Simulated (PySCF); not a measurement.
# C4H5BO2S: electronic excitations

What electronic excitations should C4H5BO2S (`C=COB(O)C=C=S`) show?

The runs use PySCF 2.14.0, with density-fitted response routines of our own; the level of theory stands in each step. All values are computed, except where a source is named. Atoms are numbered from 0 throughout.

## 1. The molecule as given

13 atoms, charge 0, multiplicity 1; geometry from: GFN2-xTB.

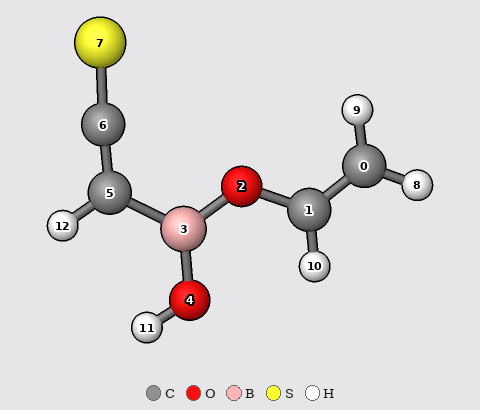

The starting geometry (carbon grey, oxygen red, boron pink, sulfur yellow, hydrogen white), atoms numbered.

## 2. Ultraviolet spectrum: wB97X-D/def2-SVPD

The job: settings as JSON, then the geometry in Å.

```
{"job": {"kind": "uv", "xc": "wB97X-D", "basis": "def2-SVPD", "nstates": 8, "ntriplets": 3}, "charge": 0, "multiplicity": 1}
C     -2.447582     1.189290    -0.128377
C     -1.631915     0.151723    -0.202069
O     -0.293855     0.279707     0.009314
B      0.590804    -0.742734    -0.066736
O      0.173939    -2.000174    -0.369791
C      2.098508    -0.408560     0.207940
C      2.501270     0.783536     0.530100
S      2.893255     2.235670     0.913027
H     -3.501049     1.073485    -0.298336
H     -2.079158     2.172613     0.102168
H     -1.975884    -0.849440    -0.432766
H      0.839765    -2.683071    -0.408100
H      2.827514    -1.201559     0.125900
```

With the program's defaults for keys left out, this is: TDDFT wB97X-D/def2-SVPD, vertical, gas phase, core orbitals frozen in the response.

Command:

```console
> OMP_NUM_THREADS=1 python probes_run.py task.json out
```

One launch serves the whole session: the jobs run in the order shown.

The log of the run:

```text
coarse grid: 12328 points
cycle   1  E = -728.2651044398  dE =  1.460e+00  |g| = 8.268e-01  |ddm| = 6.431e+00
cycle   2  E = -728.2494006264  dE =  1.570e-02  |g| = 9.271e-01  |ddm| = 1.954e+00
cycle   3  E = -728.4101172756  dE = -1.607e-01  |g| = 8.023e-02  |ddm| = 1.041e+00
cycle   4  E = -728.4114204169  dE = -1.303e-03  |g| = 4.724e-02  |ddm| = 1.977e-01
cycle   5  E = -728.4120443006  dE = -6.239e-04  |g| = 1.253e-02  |ddm| = 9.532e-02
cycle   6  E = -728.4120986509  dE = -5.435e-05  |g| = 4.061e-03  |ddm| = 3.266e-02
cycle   7  E = -728.4121066316  dE = -7.981e-06  |g| = 1.570e-03  |ddm| = 1.089e-02
final grid: 117064 points
cycle   8  E = -728.5068595748  dE = -1.052e-04  |g| = 5.501e-03  |ddm| = 1.965e-01
cycle   9  E = -728.5068632616  dE = -3.687e-06  |g| = 4.658e-03  |ddm| = 2.528e-02
cycle  10  E = -728.5068681395  dE = -4.878e-06  |g| = 8.425e-04  |ddm| = 7.262e-03
cycle  11  E = -728.5068684731  dE = -3.336e-07  |g| = 3.503e-04  |ddm| = 2.514e-03
cycle  12  E = -728.5068685533  dE = -8.024e-08  |g| = 1.580e-04  |ddm| = 1.109e-03
cycle  13  E = -728.5068685727  dE = -1.939e-08  |g| = 7.204e-05  |ddm| = 5.325e-04
cycle  14  E = -728.5068685771  dE = -4.431e-09  |g| = 2.196e-05  |ddm| = 3.133e-04
cycle  15  E = -728.5068685775  dE = -3.629e-10  |g| = 8.039e-06  |ddm| = 9.208e-05
converged SCF energy = -728.5068685775

Static polarisability (au): isotropic 94.673, principal 59.211 98.182 126.626

Singlet excitations
state   eV       nm        f      main configurations
  1   2.8303    438.1   0.00001   H->L 0.88, H-1->L 0.11
  2   5.0368    246.2   0.09231   H->L+1 0.64, H-2->L 0.28
  3   5.4843    226.1   0.00014   H-1->L 0.84, H->L 0.10
  4   6.2232    199.2   0.35594   H-1->L+1 0.42, H->L+1 0.25, H-2->L 0.22
  5   6.2522    198.3   0.00233   H->L+2 0.65, H->L+4 0.17
  6   6.3573    195.0   0.00008   H-4->L 0.44, H-5->L 0.29, H-2->L+1 0.12
  7   6.6426    186.7   0.00009   H-2->L+1 0.82
  8   6.8930    179.9   0.59684   H-1->L+1 0.48, H-2->L 0.30

Triplet excitations (Tamm-Dancoff, eV): 2.5624 3.8385 4.0601
```

Run time: 78 s. Hardware: 1 thread of Arm Neoverse N1, shared host; peak memory 0.89 GiB.

Frontier orbitals and where they lie:

| orbital | eV | atoms |
| --- | --- | --- |
| HOMO−3 | -11.71 | O2 42 %, C1 18 %, H10 11 % |
| HOMO−2 | -10.76 | S7 48 %, C6 25 %, C5 11 % |
| HOMO−1 | -9.15 | C0 30 %, C1 24 %, O2 14 % |
| HOMO | -8.45 | S7 35 %, C5 23 %, C6 17 % |
| LUMO | -0.37 | S7 40 %, C6 39 %, C5 11 % |
| LUMO+1 | 0.86 | C6 26 %, S7 22 %, C5 17 % |
| LUMO+2 | 1.47 | B3 45 %, O4 20 %, H11 10 % |

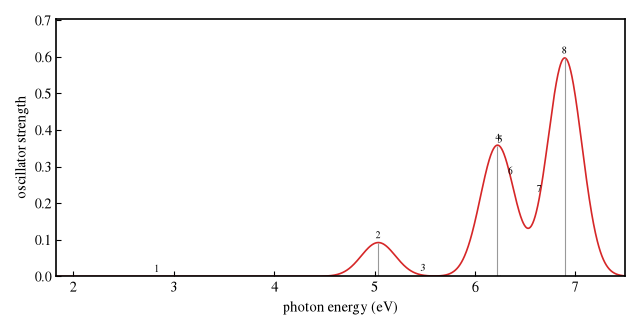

Absorption spectrum from the 8 singlet states computed; above the last one it falls off for lack of states. Lines are broadened to a width of 0.40 eV (Gaussian).

Ground-state properties from the same run:

| property | computed |
| --- | --- |
| dipole moment (D) | 2.29 |
| polarisability (Å³) | 14.03 |
| HOMO–LUMO gap (eV) | 8.08 |
| −ε(HOMO) (eV) | 8.45 |

## 3. Results

```
                                quantity                        value
      lowest singlet (wB97X-D/def2-SVPD)  2.83 eV (438 nm), f = 0.000
brightest single state of those computed  state 8, 6.89 eV, f = 0.597
                          lowest triplet                      2.56 eV
```

**Reading.** The lowest singlet, at 2.83 eV, is HOMO→LUMO 0.88, HOMO−1→LUMO 0.11 and is dark; of the 8 states computed, the strongest absorption comes from state 8 at 6.89 eV (the last computed, so partners may be missing). The lowest triplet lies 0.27 eV below the lowest singlet (triplets in Tamm-Dancoff, singlets in full TDDFT).
